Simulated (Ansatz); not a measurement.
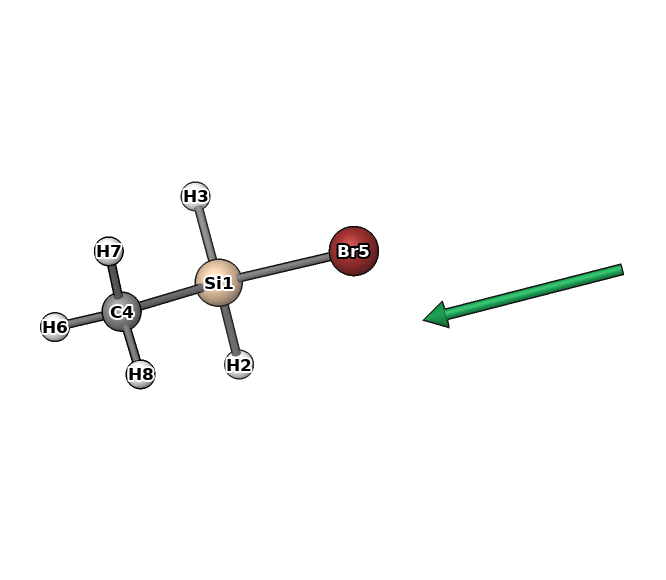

The arrow beside the molecule shows the direction of the dipole moment, from the negative to the positive end (its length means nothing). Computed geometry: PBE0-D4/def2-TZVP optimisation. Level of theory: RKS PBE0-D4/def2-TZVP (Ansatz 0.2.0).

**How large is the dipole moment?**

1.98 D; it points from the side of Br5 to the side of H6 (the outermost atoms at the two ends).
